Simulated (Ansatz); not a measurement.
Starting cell, CoSi2 (fluorite type, space group Fm-3m):

```yaml
crystal:
  lattice:
    - [0.00000, 5.36034, 5.36034]
    - [2.68017, 0.00000, 2.68017]
    - [2.68017, 2.68017, 0.00000]
  atoms:
    - { symbol: Co, position: [0.00000, 0.00000, 0.00000] }
    - { symbol: Co, position: [0.50000, 0.00000, 0.00000] }
    - { symbol: Si, position: [0.12500, 0.25000, 0.25000] }
    - { symbol: Si, position: [0.62500, 0.25000, 0.25000] }
    - { symbol: Si, position: [0.37500, 0.75000, 0.75000] }
    - { symbol: Si, position: [0.87500, 0.75000, 0.75000] }
```

In this cell atom 5 (Si, nearest neighbour Co at 2.321 Å; its periodic images, 3.8 Å or more away, move with it) is moved by s along Cartesian x, unit vector (1.000, 0.000, 0.000); all other atoms and the cell stay fixed.

All values below come from PBE (plane waves to 420 eV, PAW, scalar-relativistic; Ansatz, a quantum-chemistry and plane-wave program). k mesh 6×12×12 (Γ-centred), Fermi-Dirac smearing 0.05 eV. Energies are smeared free energies. With partly filled bands, energies and forces of such displacements shift with the k mesh and the smearing. CoSi2 is run without spin polarisation. CoSi2 was relaxed with its symmetry unable to fall. The PAW data are Ansatz's earlier set. The zero of ΔE is the undisplaced structure.

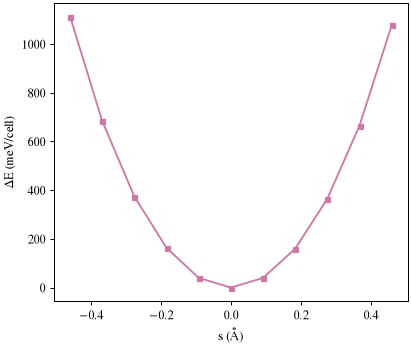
Figure: ΔE (meV/cell) against s (Å); computed points joined by lines.

Task: Is the energy the same for displacements of ±0.460 Å, and if not, which side lies higher?

Result: Not even: the negative side lies higher at ±0.460 Å.

Task: What is the energy change at s = 0.460 Å?

Result: About 1100 meV/cell.

(A displaced cell: forces are minus the slopes of the energy, force constants its curvatures, and phonons follow from these.)
